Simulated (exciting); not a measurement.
## NaTlO: the Na K edge from the Bethe–Salpeter equation

Aim: the Na K absorption edge of NaTlO with the electron–hole interaction treated explicitly, and what each term of the kernel does.

Program: exciting sodium. Level of theory: X-ray absorption, core-level Bethe-Salpeter equation, exchange and statically screened direct term, Tamm-Dancoff, all-electron LAPW+lo LDA. Results are calculated unless marked as measured.

## (1) The starting structure

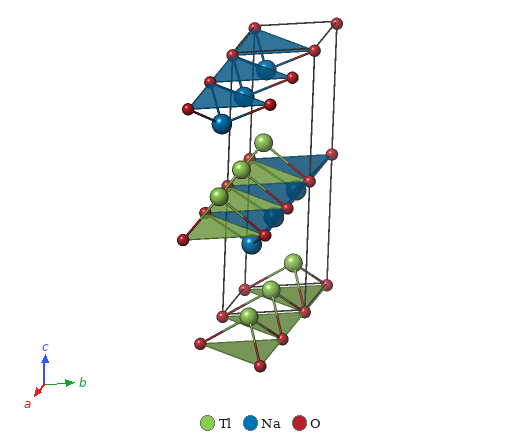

The cell as given, slightly off an axis (thallium green, sodium blue, oxygen red). 3×1×1 cells are drawn. Bonds to atoms that aren't drawn are left out. Some periodic images of atoms are drawn too.

As a file:

```cif
data_structure
_symmetry_space_group_name_H-M 'P6_3mc'
_symmetry_Int_Tables_number 186
_cell_length_a 3.4844
_cell_length_b 3.4844
_cell_length_c 11.3946
_cell_angle_alpha 90.000
_cell_angle_beta 90.000
_cell_angle_gamma 120.000
_cell_volume 119.81
loop_
_atom_site_label
_atom_site_type_symbol
_atom_site_symmetry_multiplicity
_atom_site_Wyckoff_symbol
_atom_site_fract_x
_atom_site_fract_y
_atom_site_fract_z
_atom_site_occupancy
Tl1 Tl 2 b 0.66667 0.33333 0.61572 1
Na1 Na 2 b 0.33333 0.66667 0.39389 1
O1 O 2 a 0.00000 0.00000 0.49040 1
```

Differences between curves are given as r.m.s. difference over r.m.s. height.

## (2) Ground state

The species files are the program's own, with muffin-tin radii set in the input.

Input file input.xml:

```
<input>
  <title>NaTlO</title>
  <structure speciespath="." autormt="false" epslat="1.0e-5">
    <crystal>
      <basevect>6.5845364187 0.0000000000 0.0000000000</basevect>
      <basevect>-3.2922682094 5.7023758107 0.0000000000</basevect>
      <basevect>0.0000000000 0.0000000000 21.5326574787</basevect>
    </crystal>
    <species speciesfile="Tl.xml" rmt="2.300">
      <atom coord="0.6666666667 0.3333333333 0.6157190300"/>
      <atom coord="0.3333333333 0.6666666667 0.1157190300"/>
    </species>
    <species speciesfile="Na.xml" rmt="2.240">
      <atom coord="0.3333333333 0.6666666667 0.3938852900"/>
      <atom coord="0.6666666667 0.3333333333 0.8938852900"/>
    </species>
    <species speciesfile="O.xml" rmt="1.963">
      <atom coord="0.0000000000 0.0000000000 0.4903956800"/>
      <atom coord="0.0000000000 0.0000000000 0.9903956800"/>
    </species>
  </structure>
  <groundstate do="fromscratch" xctype="LDA_PW" ngridk="6 6 1" rgkmax="7" gmaxvr="14" nempty="8" swidth="0.001" maxscl="100" epsengy="1e-5"/>
</input>
```

On the command line:

```sh
$ OMP_NUM_THREADS=1 mpirun -n 4 exciting
```

Numbers of over 12 decimals in the logs are rounded to 6 here.

Output:

```text
EXCITING SODIUM started
********************************************************************************
* Ground-state run starting from atomic densities                              *
********************************************************************************
+ Starting initialization                                                      +
[... lattice and species ...]
 Spin treatment                             :    spin-unpolarised
 Number of Bravais lattice symmetries       :      24
[...]
valence-band maximum at    7      0.3333  0.3333  0.0000
     conduction-band minimum at    1      0.0000  0.0000  0.0000
+ Self-consistent loop stopped                                                 +
 STATE.OUT is written
********************************************************************************
* Groundstate module stopped                                                   *
********************************************************************************
 Total time spent (seconds)                 :        56.01
| EXCITING SODIUM stopped                                                      =
[key lines of the parts left out:]
Total energy                               :    -41028.22688311
Fermi energy                               :         0.09373900
```

It took 57 s on 4 MPI ranks of Intel Xeon at 2.70GHz, shared host.

The mesh shows a gap of 0.96 eV. Core levels (Dirac, from the valence top):

| atom | level | energy (eV) |
| --- | --- | --- |
| Na | 1s1/2 | -1021.2 |

## (3) A richer basis for the empty states

Each species file gets more local orbitals, built from u and its energy derivative at 0.15 Ha and u at 0.9 Ha.

input.xml is that of step 2.

Input file SPECIES.xml, added lines:

```
<lo l="L">  <!-- L = 0, 1, 2, and 3 from Cs on -->
  <wf matchingOrder="0" trialEnergy="0.1500" searchE="false"/>
  <wf matchingOrder="1" trialEnergy="0.1500" searchE="false"/>
  <wf matchingOrder="0" trialEnergy="0.9000" searchE="false"/>
</lo>
```

On the command line:

```sh
$ OMP_NUM_THREADS=1 mpirun -n 4 exciting
```

Output:

```text
EXCITING SODIUM started
********************************************************************************
* Ground-state run starting from atomic densities                              *
********************************************************************************
+ Starting initialization                                                      +
[... lattice and species ...]
 Spin treatment                             :    spin-unpolarised
 Number of Bravais lattice symmetries       :      24
[...]
valence-band maximum at    7      0.3333  0.3333  0.0000
     conduction-band minimum at    1      0.0000  0.0000  0.0000
+ Self-consistent loop stopped                                                 +
 STATE.OUT is written
********************************************************************************
* Groundstate module stopped                                                   *
********************************************************************************
 Total time spent (seconds)                 :        68.06
| EXCITING SODIUM stopped                                                      =
[key lines of the parts left out:]
Total energy                               :    -41028.22901305
Fermi energy                               :         0.09391048
```

The job ended after 69 s (4 MPI ranks).

Against the first ground state the total energy moves by -10 meV an atom and the gap by -0.01 eV.

## (4) Screening, kernels and BSE for Na atom 3

The absorber has 3 O at 2.29 Å (pyramidal, site symmetry 3m).

Changes to input.xml since step 3:

```diff
@@ -21,3 +21,20 @@
   </structure>
-  <groundstate do="fromscratch" xctype="LDA_PW" ngridk="6 6 1" rgkmax="7" gmaxvr="14" nempty="8" swidth="0.001" maxscl="100" epsengy="1e-5"/>
+  <groundstate do="skip" xctype="LDA_PW" ngridk="6 6 1" rgkmax="7" gmaxvr="14" nempty="8" swidth="0.001" maxscl="100" epsengy="1e-5"/>
+  <xs xstype="BSE" ngridk="5 5 1" ngridq="5 5 1" vkloff="0.097 0.273 0.493" rgkmax="7" nempty="44" gqmax="3" lmaxapwwf="5" lmaxemat="2" broad="0.01654" tevout="true">
+    <energywindow intv="37.124 38.741" points="440"/>
+    <screening screentype="full" nempty="73"/>
+    <BSE xas="true" xasspecies="2" xasatom="1" xasedge="K" bsetype="singlet" nstlxas="1 40"/>
+    <qpointset>
+      <qpoint>0 0 0</qpoint>
+    </qpointset>
+    <plan>
+      <doonly task="xsgeneigvec"/>
+      <doonly task="writepmatxs"/>
+      <doonly task="scrgeneigvec"/>
+      <doonly task="scrwritepmat"/>
+      <doonly task="screen"/>
+      <doonly task="scrcoulint"/>
+      <doonly task="exccoulint"/>
+    </plan>
+  </xs>
 </input>
```

Input file input.xml for the last start (plan only):

```
  <plan>
    <doonly task="bse"/>
  </plan>
```

On the command line:

```sh
$ OMP_NUM_THREADS=1 mpirun -n 4 exciting
$ OMP_NUM_THREADS=4 exciting
```

Output:

```text
| EXCITING SODIUM started for task xsgeneigvec ( 301)                          =
One-shot GS runs for BSE calculations
One-shot GS runs for k+qmt/2 grids
Info(xsgeneigvec): Generating eigenvectors for Q-point      1
Info(xsgeneigvec): Generation of eigenvectors finished
| EXCITING SODIUM started for task writepmatxs ( 320)                          =
Info(writepmatxs): Momentum matrix elements finished
| EXCITING SODIUM started for task scrgeneigvec ( 401)                         =
One-shot GS runs for BSE calculations
One-shot GS runs for k+qmt/2 grids
[...]
Info(setup_bse_block): Setting up RR part of hamiltonian
Info(setup_bse_block): Singlet spin state
Info(bse): Diagonalizing RR Hamiltonian (TDA)
Info(bse): Invoking Lapack routine ZHEEVR
      2000 eigen solutions found in the interval:
         i1=       1 i2=    2000
Info(bse): Writing excition energies and oscillator strengths to text file.
Info(makespectrum_dist): Making spectrum using formula for coupling with time reversed AR basis.
Info(makespectrum_dist): Using formalism for vanishing momentum transfer.
Info(writederived): Writing quantities derived from the macroscopic dielectric function.
Info(bselauncher): Spectrum finished for iqmt=  1
Info(bselauncher): All done for BSE type singlet
```

The job ended after 17 min (4 MPI ranks).

Wall time by task: xsgeneigvec 12 s, writepmatxs 11 s, scrgeneigvec 8.6 s, scrwritepmat 8.4 s, screen 2.2 min, scrcoulint 2.6 min, exccoulint 11 min, bse 7.5 s.

The Na K spectrum of Na atom 3 (energy from the Kohn–Sham onset, core level to the lowest empty state found on the meshes used, 1022.19 eV; the ground-state mesh sets it, and the shifted mesh has its lowest transition 1.07 eV above it; Im ε scaled to the maximum of the singlet run; cut below the end of the band set):

| E (eV) | isotropic | ε ⊥ c | ε ∥ c |
| --- | --- | --- | --- |
| -3.0 | 0.02 | 0.02 | 0.03 |
| -2.0 | 0.03 | 0.03 | 0.04 |
| -1.0 | 0.07 | 0.05 | 0.09 |
| 0.0 | 0.23 | 0.15 | 0.41 |
| 1.0 | 0.51 | 0.54 | 0.46 |
| 2.0 | 0.37 | 0.37 | 0.36 |
| 3.0 | 0.48 | 0.44 | 0.56 |
| 4.0 | 0.61 | 0.70 | 0.44 |
| 5.0 | 0.67 | 0.77 | 0.48 |
| 6.0 | 0.36 | 0.36 | 0.36 |
| 7.0 | 0.51 | 0.44 | 0.66 |
| 8.0 | 0.77 | 0.60 | 1.09 |
| 9.0 | 0.86 | 0.83 | 0.91 |
| 10.0 | 0.73 | 0.77 | 0.65 |
| 11.0 | 0.77 | 0.90 | 0.52 |
| 12.0 | 0.95 | 0.87 | 1.13 |
| 13.0 | 0.55 | 0.58 | 0.49 |
| 14.0 | 0.46 | 0.51 | 0.36 |
| 15.0 | 0.44 | 0.54 | 0.23 |
| 16.0 | 0.35 | 0.42 | 0.21 |
| 17.0 | 0.30 | 0.34 | 0.24 |
| 18.0 | 0.35 | 0.41 | 0.24 |

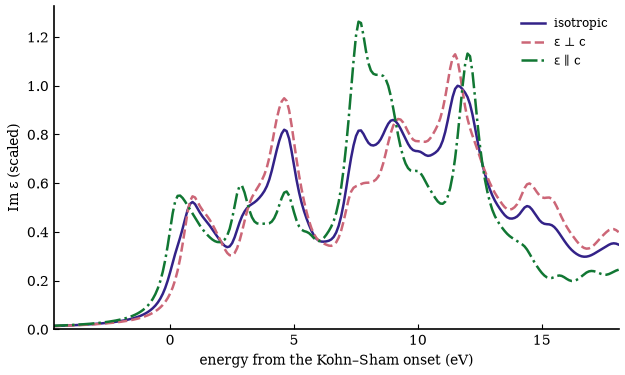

The Na K edge of Na atom 3.

Maxima (height): 0.9 eV (0.52), 4.6 eV (0.82), 7.7 eV (0.82), 9.0 eV (0.86), 11.6 eV (1.00) and 14.4 eV (0.51).

The Hamiltonian has 2000 rows. The lowest groups of eigenvalues and the brightest ones, on the scale above (the program counts from the shifted mesh's onset, 1.07 eV higher). Core spinors bring spin-forbidden partners, so dark means forbidden by spin or by symmetry, and the shifted mesh splits states that symmetry would keep together:

| energy (eV) | states within 10 meV | relative strength |
| --- | --- | --- |
| 0.215 | 2 | 0.66 |
| 0.580 | 2 | 0.29 |
| 0.764 | 2 | 0.58 |
| 0.846 | 2 | 0.15 |
| 0.866 | 2 | 0.65 |
| 0.892 | 2 | 0.066 |
| 2.817 | 2 | 0.74 |
| 4.678 | 4 | 1.00 |
| 7.597 | 2 | 0.97 |
| 11.491 | 2 | 0.73 |

## (5) Independent particles

Changes to input.xml since step 4:

```diff
@@ -25,3 +25,3 @@
     <screening screentype="full" nempty="73"/>
-    <BSE xas="true" xasspecies="2" xasatom="1" xasedge="K" bsetype="singlet" nstlxas="1 40"/>
+    <BSE xas="true" xasspecies="2" xasatom="1" xasedge="K" bsetype="IP" nstlxas="1 40"/>
     <qpointset>
@@ -30,9 +30,3 @@
     <plan>
-      <doonly task="xsgeneigvec"/>
-      <doonly task="writepmatxs"/>
-      <doonly task="scrgeneigvec"/>
-      <doonly task="scrwritepmat"/>
-      <doonly task="screen"/>
-      <doonly task="scrcoulint"/>
-      <doonly task="exccoulint"/>
+      <doonly task="bse"/>
     </plan>
```

On the command line:

```sh
$ OMP_NUM_THREADS=4 exciting
```

Output:

```text
| EXCITING SODIUM started for task bse ( 445)                                  =
Info(bselauncher): Init time:    1.444191
Info(bselauncher): Setting up and diagonalizing BSE Hamiltonian.
Info(bselauncher): Using momentum transfer vectors from list :   1 to  1
Info(bselauncher): Distributing qmt-points over   1 processes.
Info(bselauncher): BSE type: IP
Info(bselauncher): Momentum transfer list index: iqmt=  1
Info(bselauncher): Momentum transfer: vqmtl=   0.000   0.000   0.000
Info(bse): Inspecting occupations...
Info(setranges_modxs): Number of non-reduced k-points:       25
[...]
highest unoccupied state:  74
  Opening gap with a scissor of:      0.000/H      0.000/eV
Info(select_transitions): Number of participating transitions:    2000
Info(bse): Selecting transitions...
Info(bse):bsegap (eV):  1023.260844
Info(bse): IP requested, nothing much to do
Info(bse): Writing excition energies and oscillator strengths to text file.
Info(makespectrum_dist): Making spectrum using formula for coupling with time reversed AR basis.
Info(makespectrum_dist): Using formalism for vanishing momentum transfer.
Info(writederived): Writing quantities derived from the macroscopic dielectric function.
Info(bselauncher): Spectrum finished for iqmt=  1
Info(bselauncher): All done for BSE type IP
```

Wall time 3 s (4 threads).

Maxima (height): 6.1 eV (0.44), 10.7 eV (0.53), 13.4 eV (1.13), 15.2 eV (0.82) and 16.3 eV (0.89); 1 lower ones aren't listed. Against the singlet run the r.m.s. difference is 65 %. Moving the earlier curve by +5.0 eV leaves 28 %. The highest maximum lies at 13.4 eV (1.13), against 11.6 eV (1.00).

## (6) Exchange alone

Changes to input.xml since step 5:

```diff
@@ -25,3 +25,3 @@
     <screening screentype="full" nempty="73"/>
-    <BSE xas="true" xasspecies="2" xasatom="1" xasedge="K" bsetype="IP" nstlxas="1 40"/>
+    <BSE xas="true" xasspecies="2" xasatom="1" xasedge="K" bsetype="RPA" nstlxas="1 40"/>
     <qpointset>
```

On the command line:

```sh
$ OMP_NUM_THREADS=4 exciting
```

Output:

```text
| EXCITING SODIUM started for task bse ( 445)                                  =
Info(bselauncher): Init time:    1.340512
Info(bselauncher): Setting up and diagonalizing BSE Hamiltonian.
Info(bselauncher): Using momentum transfer vectors from list :   1 to  1
Info(bselauncher): Distributing qmt-points over   1 processes.
Info(bselauncher): BSE type: RPA
Info(bselauncher): Momentum transfer list index: iqmt=  1
Info(bselauncher): Momentum transfer: vqmtl=   0.000   0.000   0.000
Info(bse): Inspecting occupations...
Info(setranges_modxs): Number of non-reduced k-points:       25
[...]
Info(setup_bse_block): Setting up RR part of hamiltonian
Info(setup_bse_block): Using RPA approximation
Info(bse): Diagonalizing RR Hamiltonian (TDA)
Info(bse): Invoking Lapack routine ZHEEVR
      2000 eigen solutions found in the interval:
         i1=       1 i2=    2000
Info(bse): Writing excition energies and oscillator strengths to text file.
Info(makespectrum_dist): Making spectrum using formula for coupling with time reversed AR basis.
Info(makespectrum_dist): Using formalism for vanishing momentum transfer.
Info(writederived): Writing quantities derived from the macroscopic dielectric function.
Info(bselauncher): Spectrum finished for iqmt=  1
Info(bselauncher): All done for BSE type RPA
```

Elapsed: 9 s, on 4 threads.

Maxima (height): 6.1 eV (0.43), 10.7 eV (0.53), 13.4 eV (1.12), 15.2 eV (0.83) and 16.3 eV (0.89). The spectrum is that of the independent-particle run within 1 %.

## (7) Broadening

Changed against the first singlet run: half width (eV) from 0.45 to 0.11.

Changes to input.xml since step 6:

```diff
@@ -22,6 +22,6 @@
   <groundstate do="skip" xctype="LDA_PW" ngridk="6 6 1" rgkmax="7" gmaxvr="14" nempty="8" swidth="0.001" maxscl="100" epsengy="1e-5"/>
-  <xs xstype="BSE" ngridk="5 5 1" ngridq="5 5 1" vkloff="0.097 0.273 0.493" rgkmax="7" nempty="44" gqmax="3" lmaxapwwf="5" lmaxemat="2" broad="0.01654" tevout="true">
-    <energywindow intv="37.124 38.741" points="440"/>
+  <xs xstype="BSE" ngridk="5 5 1" ngridq="5 5 1" vkloff="0.097 0.273 0.493" rgkmax="7" nempty="44" gqmax="3" lmaxapwwf="5" lmaxemat="2" broad="0.00404" tevout="true">
+    <energywindow intv="37.124 38.741" points="1200"/>
     <screening screentype="full" nempty="73"/>
-    <BSE xas="true" xasspecies="2" xasatom="1" xasedge="K" bsetype="RPA" nstlxas="1 40"/>
+    <BSE xas="true" xasspecies="2" xasatom="1" xasedge="K" bsetype="singlet" nstlxas="1 40"/>
     <qpointset>
```

On the command line:

```sh
$ OMP_NUM_THREADS=4 exciting
```

Output:

```text
| EXCITING SODIUM started for task bse ( 445)                                  =
Info(bselauncher): Init time:    1.291199
Info(bselauncher): Setting up and diagonalizing BSE Hamiltonian.
Info(bselauncher): Using momentum transfer vectors from list :   1 to  1
Info(bselauncher): Distributing qmt-points over   1 processes.
Info(bselauncher): BSE type: singlet
Info(bselauncher): Momentum transfer list index: iqmt=  1
Info(bselauncher): Momentum transfer: vqmtl=   0.000   0.000   0.000
Info(bse): Inspecting occupations...
[...]
Info(setup_bse_block): Setting up RR part of hamiltonian
Info(setup_bse_block): Singlet spin state
Info(bse): Diagonalizing RR Hamiltonian (TDA)
Info(bse): Invoking Lapack routine ZHEEVR
      2000 eigen solutions found in the interval:
         i1=       1 i2=    2000
Info(bse): Writing excition energies and oscillator strengths to text file.
Info(makespectrum_dist): Making spectrum using formula for coupling with time reversed AR basis.
Info(makespectrum_dist): Using formalism for vanishing momentum transfer.
Info(writederived): Writing quantities derived from the macroscopic dielectric function.
Info(bselauncher): Spectrum finished for iqmt=  1
Info(bselauncher): All done for BSE type singlet
```

It took 9 s on 4 threads.

The spectrum differs from the singlet run by 28 % r.m.s. The highest maximum lies at 11.5 eV (1.62), against 11.6 eV (1.00). Only the width of each line changes; the area stays. A table step wider than the lines misses their tops.

| E (eV) | first run | this run |
| --- | --- | --- |
| -3.0 | 0.02 | 0.01 |
| -2.0 | 0.03 | 0.01 |
| -1.0 | 0.07 | 0.02 |
| 0.0 | 0.23 | 0.14 |
| 1.0 | 0.51 | 0.66 |
| 2.0 | 0.37 | 0.33 |
| 3.0 | 0.48 | 0.48 |
| 4.0 | 0.61 | 0.47 |
| 5.0 | 0.67 | 0.62 |
| 6.0 | 0.36 | 0.22 |
| 7.0 | 0.51 | 0.28 |
| 8.0 | 0.77 | 0.62 |
| 9.0 | 0.86 | 1.10 |
| 10.0 | 0.73 | 0.81 |
| 11.0 | 0.77 | 0.64 |
| 12.0 | 0.95 | 1.25 |
| 13.0 | 0.55 | 0.46 |
| 14.0 | 0.46 | 0.38 |
| 15.0 | 0.44 | 0.37 |
| 16.0 | 0.35 | 0.33 |
| 17.0 | 0.30 | 0.27 |
| 18.0 | 0.35 | 0.40 |

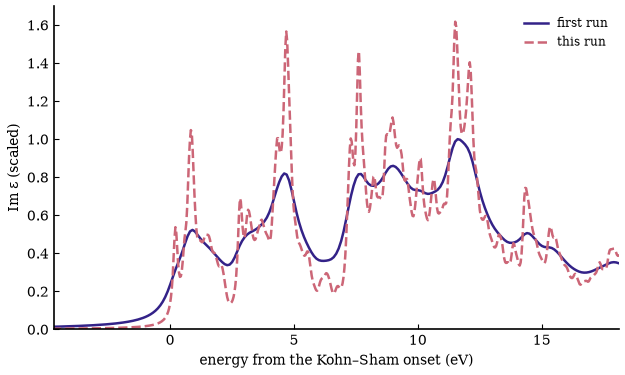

This run beside the first singlet run.

(Part 1 of 2 ends here.)

[Banner, clock and machine lines of the logs are left out without a mark of their own.]

[Logs are printed without paths, hosts, clocks, repeated set-up lines and the standing remarks that a program may print on its own settings, such as how far it seeks lower states.]

[Hosts, paths, dates, database ids (printed as entryN), source tags and the programs' standing remarks are cut or masked in the printed files.]
